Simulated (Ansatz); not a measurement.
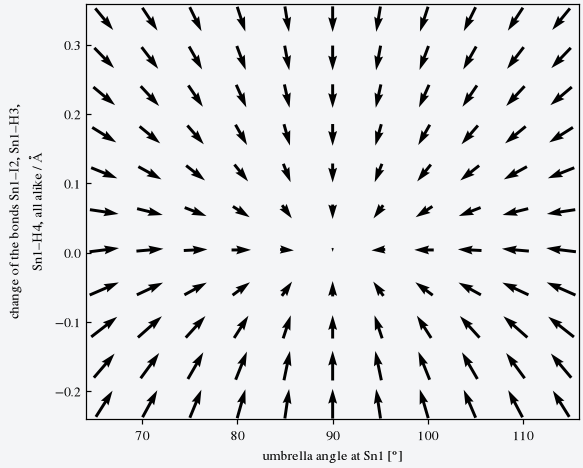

H2ISn, SMILES [SnH2+][I], charge +1. Coordinates scanned: (1) umbrella angle at Sn1 (between each of its bonds and their common axis; 90 is planar); (2) change of the bonds Sn1–I2, Sn1–H3, Sn1–H4, all alike. Nothing is relaxed (all other coordinates rigid). The scan uses an 11 × 11 grid; 66 points were computed and 55 follow by symmetry. Points are written as (first, second). Method: RKS r2SCAN-D4/def2-TZVP (Ansatz).

In the figure: arrows along the force (downhill), their lengths compressed.

The arrows alone are given. Where is the energy lowest?

Answer. The arrows converge at about (90°, 0.000 Å) (read from the interpolated surface).

The energy map of the same scan:

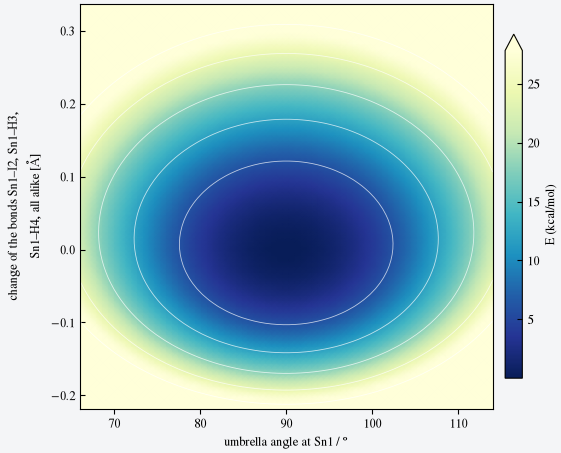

Energies are in kcal/mol, from the relaxed molecule at the same level; between grid points the surface is interpolated.
